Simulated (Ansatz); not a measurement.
# [GeH3]− (SMILES [H][Ge-]([H])[H]) at 6 levels

Wanted: a comparison of 6 runs (B2PLYP/STO-3G, UPBE0/STO-3G, revPBE/STO-3G, wB97X/STO-3G, BCCD(T)/STO-3G, CCSD/STO-3G) of [GeH3]−. 

The calculation is run with Ansatz 0.2.0.

5 further runs of the same task are left out: 4 that didn't finish, 1 set aside as unsound or not needed.

## (1) The system as given

[GeH3]−: 4 atoms, total charge -1, spin state singlet. As SMILES, `[H][Ge-]([H])[H]`. The H4–Ge1 distance was set to 2.195 Å, away from the relaxed value. At this shape a bond of the SMILES string is far longer than usual.

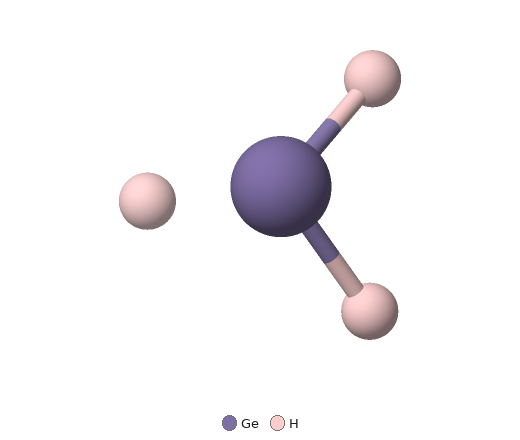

The structure, seen from a chosen angle (germanium purple, hydrogen pink).

## (2) A single-point energy at B2PLYP/STO-3G (run 1)

molecule.yaml reads:

```yaml
crystal:
  periodic: [false, false, false]
  atoms:
    - {symbol: Ge, position_ang: [0.174831, 0.313185, 1.022959]}
    - {symbol: H, position_ang: [1.604301, 0.275925, 0.010519]}
    - {symbol: H, position_ang: [-0.495109, 1.556855, -0.016771]}
    - {symbol: H, position_ang: [-0.736970, -1.223820, -0.251850]}
basis:
  gaussian:
    orbitals: STO-3G
total_charge: -1
hamiltonian:
  xc: {name: B2PLYP}
correlation:
  frozen_orbitals: {Ge: 9, H: 0}
accuracy: high
```

Command:

```console
$ ansatz run molecule.yaml --threads 1 --pin off --max-ram 2610MiB --events-out events.jsonl --progress --plain --runs-dir runs
```

The program printed:

```text
Warning: RAYON_NUM_THREADS=1 ignored (pool sized by the plan → 1); use --threads N
Functional definition: B2PLYP
  name "B2PLYP"
  parameter a = 0.53
  parameter c = 0.27
  exchange = (1 - a)*b88_x + a*exact_x
  correlation = (1 - c)*lyp_c + c*(mp2_os + mp2_ss)
255 factors; integrals over basis functions are off by at most 1.9e-8 eV
mean field evaluation 1: about -55896.3841 eV, gradient 1.2e1 eV
mean field evaluation 2: about -55896.3743 eV, gradient 1.2e1 eV
mean field evaluation 4: about -55897.3259 eV, gradient 4.2e-1 eV
mean field evaluation 8: about -55897.3252 eV, gradient 6.0e-3 eV
mean field evaluation 16: about -55897.3252 eV, gradient 6.0e-7 eV
mean field -55897.32517584 eV, -2054.1888116441 hartree, gradient 2.4e-8 eV, S^2 0.000000; 0 other end points of the search recorded, 0 dependent functions left out
9 core orbitals not correlated: weight in the atoms' cores, before any rotation towards them, 1.000 or more for the frozen orbitals, at most 0.000 for the correlated occupied ones
reference -55897.32519255 eV, -2054.1888122582 hartree; 9, 9 occupied and 3, 3 virtual orbitals, 255 factors
second order -2.10181322 eV of doubles, -0.00000000 eV of singles
Total energy: -55897.89268212 eV, -2054.2096671153 hartree
```

It took 1.3 s on 1 thread of Arm Neoverse V1, shared host.

## (3) The energy at UPBE0/STO-3G (run 2)

input.yaml reads:

```yaml
crystal:
  periodic: [false, false, false]
  atoms:
    - {symbol: Ge, position_ang: [0.174831, 0.313185, 1.022959]}
    - {symbol: H, position_ang: [1.604301, 0.275925, 0.010519]}
    - {symbol: H, position_ang: [-0.495109, 1.556855, -0.016771]}
    - {symbol: H, position_ang: [-0.736970, -1.223820, -0.251850]}
basis:
  gaussian:
    orbitals: STO-3G
total_charge: -1
magnetization:
  spin_polarized: true
  initial_magnetization: 0
hamiltonian:
  xc: {name: PBE0}
accuracy: high
```

Command:

```console
$ ansatz run input.yaml --threads 1 --pin off --max-ram 2610MiB --events-out events.jsonl --progress --plain --runs-dir runs
```

The program printed:

```text
Warning: RAYON_NUM_THREADS=1 ignored (pool sized by the plan → 1); use --threads N
Functional definition: PBE0
  name "PBE0"
  parameter a = 0.25
  parameter kappa = 0.804
  parameter beta = 0.06672455060314922
  exchange = (1 - a)*pbe_x(kappa = kappa, mu = beta*pi^2/3) + a*exact_x
  correlation = pbe_c(beta = beta)
255 factors; integrals over basis functions are off by at most 1.9e-8 eV
mean field evaluation 1: about -55892.7433 eV, gradient 3.5e1 eV
mean field evaluation 2: about -55890.0378 eV, gradient 3.0e1 eV
mean field evaluation 4: about -55901.4966 eV, gradient 1.5e0 eV
mean field evaluation 8: about -55901.4881 eV, gradient 4.1e-2 eV
mean field evaluation 16: about -55901.4881 eV, gradient 2.3e-6 eV
mean field -55901.48810858 eV, -2054.3417966007 hartree, gradient 4.8e-8 eV, S^2 0.000000; 0 other end points of the search recorded, 0 dependent functions left out
reference -55901.48810988 eV, -2054.3417966484 hartree; 18, 18 occupied and 3, 3 virtual orbitals, 255 factors
Total energy: -55901.48810988 eV, -2054.3417966484 hartree
```

Run time: 1.5 s. Hardware: 1 thread of Arm Neoverse V1, shared host; peak memory 0.11 GiB.

## (4) A single-point energy at revPBE/STO-3G (run 3)

run.yaml reads:

```yaml
crystal:
  periodic: [false, false, false]
  atoms:
    - {symbol: Ge, position_ang: [0.174831, 0.313185, 1.022959]}
    - {symbol: H, position_ang: [1.604301, 0.275925, 0.010519]}
    - {symbol: H, position_ang: [-0.495109, 1.556855, -0.016771]}
    - {symbol: H, position_ang: [-0.736970, -1.223820, -0.251850]}
basis:
  gaussian:
    orbitals: STO-3G
total_charge: -1
hamiltonian:
  xc: {name: revPBE}
accuracy: high
```

Command:

```console
$ ansatz run run.yaml --threads 1 --pin off --max-ram 2610MiB --events-out events.jsonl --progress --plain --runs-dir runs
```

The program printed:

```text
Warning: RAYON_NUM_THREADS=1 ignored (pool sized by the plan → 1); use --threads N
Functional definition: revPBE
  name "revPBE"
  parameter kappa = 1.245
[... 1 set-up line as earlier in the session ...]
  exchange = pbe_x(kappa = kappa, mu = beta*pi^2/3)
[... 1 set-up line as earlier in the session ...]
255 factors; integrals over basis functions are off by at most 1.9e-8 eV
mean field evaluation 1: about -55568.8842 eV, gradient 2.7e2 eV
mean field evaluation 2: about -55837.4428 eV, gradient 5.5e1 eV
mean field evaluation 4: about -55868.1996 eV, gradient 6.8e1 eV
mean field evaluation 8: about -55902.7471 eV, gradient 4.0e0 eV
mean field evaluation 16: about -55902.8102 eV, gradient 1.6e-2 eV
mean field -55902.81022280 eV, -2054.3903834022 hartree, gradient 5.0e-8 eV, S^2 0.000000; 0 other end points of the search recorded, 0 dependent functions left out
reference -55902.81022496 eV, -2054.3903834815 hartree; 18, 18 occupied and 3, 3 virtual orbitals, 255 factors
Total energy: -55902.81022496 eV, -2054.3903834815 hartree
```

Run time: 0.85 s. Hardware: 1 thread of Arm Neoverse V1, shared host.

Runs 4 to 5 aren't shown in full; the table further down has their settings and results.

## (5) A single-point energy at CCSD/STO-3G (run 6)

molecule.yaml reads:

```yaml
crystal:
  periodic: [false, false, false]
  atoms:
    - symbol: Ge
      position_ang: [0.174831, 0.313185, 1.022959]
    - symbol: H
      position_ang: [1.604301, 0.275925, 0.010519]
    - symbol: H
      position_ang: [-0.495109, 1.556855, -0.016771]
    - symbol: H
      position_ang: [-0.736970, -1.223820, -0.251850]
basis:
  gaussian:
    orbitals: STO-3G
accuracy: high
total_charge: -1
scf:
  omitted_lower_state_checks: [cluster_reference, increment]
correlation:
  method: ccsd
  frozen_orbitals: {Ge: 9, H: 0}
```

Command:

```console
$ ansatz run molecule.yaml --threads 1 --pin off --max-ram 2610MiB --events-out events.jsonl --progress --plain --runs-dir runs
```

The program printed, shortened:

```text
Warning: RAYON_NUM_THREADS=1 ignored (pool sized by the plan → 1); use --threads N
Functional definition: HF
  name "HF"
[...]
255 factors; integrals over basis functions are off by at most 1.9e-8 eV
[...]
mean field -55869.46330361 eV, -2053.1649067253 hartree, gradient 1.7e-8 eV, S^2 0.000000; 0 other end points of the search recorded, 0 dependent functions left out; unrestricted orbitals would lower it
9 core orbitals not correlated: weight in the atoms' cores, before any rotation towards them, 1.000 or more for the frozen orbitals, at most 0.000 for the correlated occupied ones
reference -55869.46330361 eV, -2053.1649067253 hartree; 9, 9 occupied and 3, 3 virtual orbitals, 255 factors
second order -1.47140245 eV of doubles, -0.00000000 eV of singles
cycle   1  -1.95241978 eV  change   -4.8e-1 eV  update   8.3e-2
[...]
cycle  20  -2.32084652 eV  change   5.4e-10 eV  update   1.1e-9
Total energy: -55871.78415013 eV, -2053.2501962617 hartree
Checks for a lower state left out: cluster_reference, increment
```

It took 0.16 s on 1 thread of Arm Neoverse V1, shared host.

## (6) The series

```
run           level  frozen core orbitals   energy (Eh)  wall time
  1   B2PLYP/STO-3G                     9  -2054.209667      1.3 s
  2    UPBE0/STO-3G                     –  -2054.341797      1.5 s
  3   revPBE/STO-3G                     –  -2054.390383     0.85 s
  4    wB97X/STO-3G                     –  -2054.604832      4.2 s
  5  BCCD(T)/STO-3G                     9  -2053.250502     0.18 s
  6     CCSD/STO-3G                     9  -2053.250196     0.16 s
```

## (7) Outcome

| quantity | value |
| --- | --- |
| run 6: total energy | -2053.25020 Eh |
| run 6: correlation energy (9 core orbitals frozen) | -85.3 mEh |
| run 6: T1 diagnostic | 0.015 |

In words: Totals of different functionals can't be ranked against each other. In runs 5, 6 the log says that unrestricted orbitals would lower the reference, so the values rest on an unstable closed-shell determinant (other closed-shell runs at this shape may share the fault). In runs 1, 2, 3, 4, 5, 6 the basis is minimal, so the values are rough. All runs together took 8.2 s, the longest 4.2 s.
